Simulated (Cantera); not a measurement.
Charge: 1 mol Ti, a varied amount of C3H8, equilibrated at 1577 °C and 13.3 mbar.

These are equilibrium values from Cantera (NASA tables, ideal gas, pure condensed phases), not measurements of a reactor. Candidate condensed phases: C, C6H6, C7H8, C8H18, Ti, TiC; 77 gas species. Mutual solubility and eutectic melting of coexisting phases are not modelled. TiC: taken at fixed stoichiometry. Condensed phases not in the tables: N, O or C dissolved in the metal. Rates play no part.

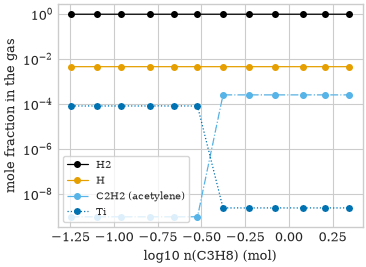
Equilibrium gas composition (values under 1e-9 drawn at 1e-9)

From 0.057 mol C3H8 to 0.3 mol C3H8 the condensed part is Ti(β) + TiC(s). From 0.42 mol C3H8 to 2.2 mol C3H8 the condensed part is C(graphite) + TiC(s).
